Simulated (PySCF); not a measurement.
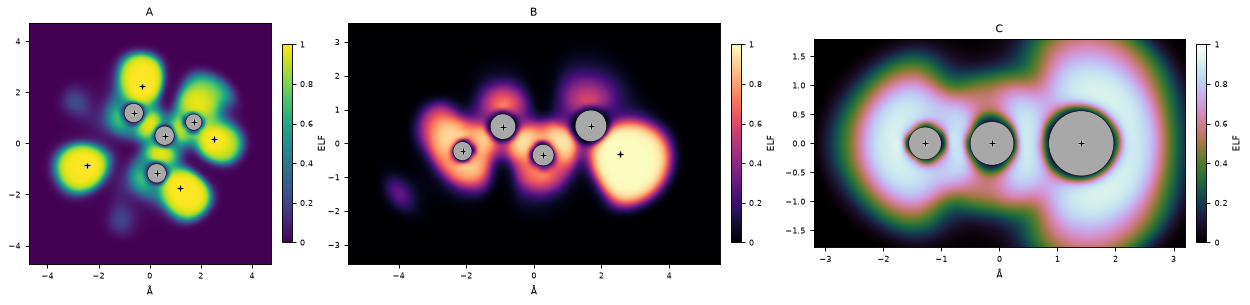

The ELF of 3 systems, each on a plane through atoms (crosses mark nuclei in the plane; grey discs cover the cores).

These are results of PBE0/def2-SVPD, SCF density, gas phase (PySCF), not measurements.

System 1: COS, a plane that holds the molecular axis. Geometry: GFN2-xTB.

```xyz
3

O    -1.2521    0.3281   -0.0065
C    -0.1217    0.0956   -0.0044
S     1.3853   -0.2143   -0.0016
```

System 2: C2H10BNO (SMILES [BH3-][NH2+]COC), the plane of atoms N2, B1 and H7. Geometry: GFN2-xTB.

```yaml
atoms:
  - { symbol: B, position_ang: [-2.1959, 0.2655, -0.2074] }
  - { symbol: N, position_ang: [-0.7787, -0.5161, 0.1374] }
  - { symbol: C, position_ang: [0.2918, 0.3864, 0.5483] }
  - { symbol: O, position_ang: [1.4882, -0.2693, 0.8522] }
  - { symbol: C, position_ang: [2.2605, -0.6529, -0.2657] }
  - { symbol: H, position_ang: [-2.5144, 0.8251, 0.7926] }
  - { symbol: H, position_ang: [-2.9510, -0.5990, -0.5228] }
  - { symbol: H, position_ang: [-1.9438, 1.0126, -1.1002] }
  - { symbol: H, position_ang: [-0.9761, -1.1870, 0.8744] }
  - { symbol: H, position_ang: [-0.5260, -1.0226, -0.7059] }
  - { symbol: H, position_ang: [-0.0257, 0.8942, 1.4628] }
  - { symbol: H, position_ang: [0.4284, 1.1306, -0.2482] }
  - { symbol: H, position_ang: [2.4337, 0.1977, -0.9333] }
  - { symbol: H, position_ang: [3.2121, -1.0036, 0.1282] }
  - { symbol: H, position_ang: [1.7926, -1.4649, -0.8342] }
```

System 3: C6H11N (SMILES N=C1CCCCC1), the plane of atoms C3, C2 and C7. Geometry: GFN2-xTB.

```yaml
atoms:
  - { symbol: N, position_ang: [2.2558, -1.1608, -0.1592] }
  - { symbol: C, position_ang: [1.1891, -0.6030, 0.2040] }
  - { symbol: C, position_ang: [-0.0490, -1.4353, 0.3540] }
  - { symbol: C, position_ang: [-1.1903, -0.8471, -0.4784] }
  - { symbol: C, position_ang: [-1.4260, 0.6129, -0.1057] }
  - { symbol: C, position_ang: [-0.1551, 1.4243, -0.3328] }
  - { symbol: C, position_ang: [0.9961, 0.8613, 0.5041] }
  - { symbol: H, position_ang: [3.0614, -0.5426, -0.2460] }
  - { symbol: H, position_ang: [0.1709, -2.4576, 0.0471] }
  - { symbol: H, position_ang: [-0.3389, -1.4429, 1.4082] }
  - { symbol: H, position_ang: [-0.9337, -0.9153, -1.5380] }
  - { symbol: H, position_ang: [-2.0985, -1.4304, -0.3154] }
  - { symbol: H, position_ang: [-2.2393, 1.0237, -0.7077] }
  - { symbol: H, position_ang: [-1.7187, 0.6798, 0.9453] }
  - { symbol: H, position_ang: [-0.3221, 2.4717, -0.0715] }
  - { symbol: H, position_ang: [0.1159, 1.3815, -1.3907] }
  - { symbol: H, position_ang: [0.7562, 0.9703, 1.5657] }
  - { symbol: H, position_ang: [1.9176, 1.4157, 0.3052] }
```

Which map belongs to which system?

Panel A is system 3, C6H11N: the plane holds N, C and H. C–N (1.26 Å): the ELF peaks at about 0.90 between the atoms: a short, multiple covalent bond. Panel B is system 2, C2H10BNO: the plane holds B, N, C, O and H. C–O (1.40 Å): the ELF peaks at about 0.90 between the atoms (a polar covalent bond). Panel C is system 1, COS: the plane holds O, C and S. C–O (1.15 Å): the ELF peaks at about 0.85 between the atoms: a short, multiple covalent bond.
